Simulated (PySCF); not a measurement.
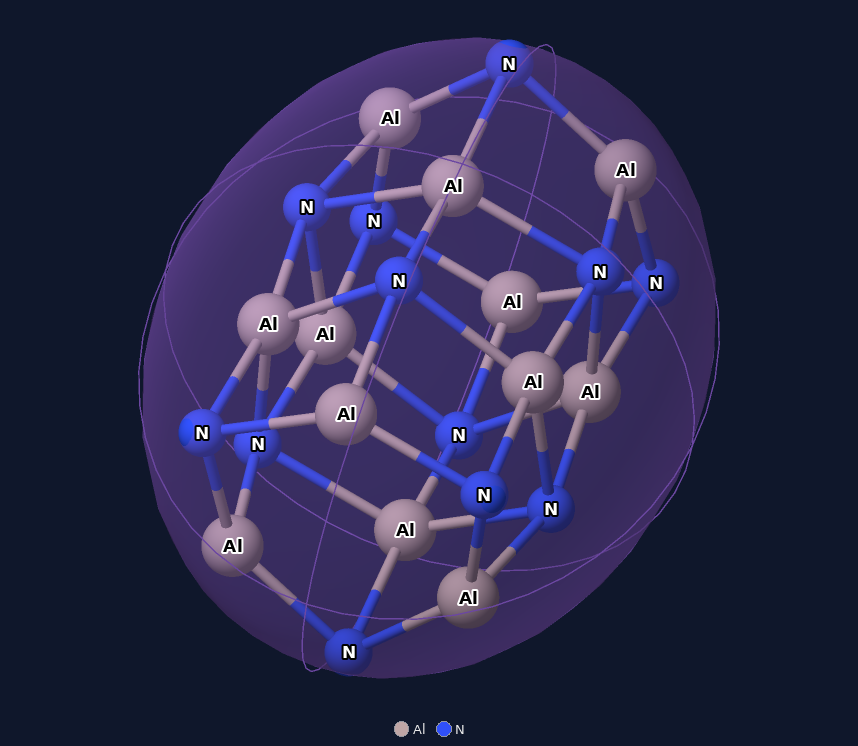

The ellipsoid shows the static dipole polarisability: its half-axes are proportional to the principal values. The geometry was computed by an optimisation with GFN2-xTB. No frequency run is at hand to confirm it as a minimum. Level of theory: PBE0/6-31G* (PySCF 2.14.0).

How large and how anisotropic is the polarisability?

Principal values 254.2, 254.3, 342.7 bohr³; mean 283.8 bohr³ (42.05 Å³); anisotropy 88.5 bohr³, so the longest axis is 1.35 times the shortest.

The geometry is semi-empirical. Around Al such bond lengths and angles can be off by a tenth of an ångström or more and by several degrees, and values that hang on the shape move with them.
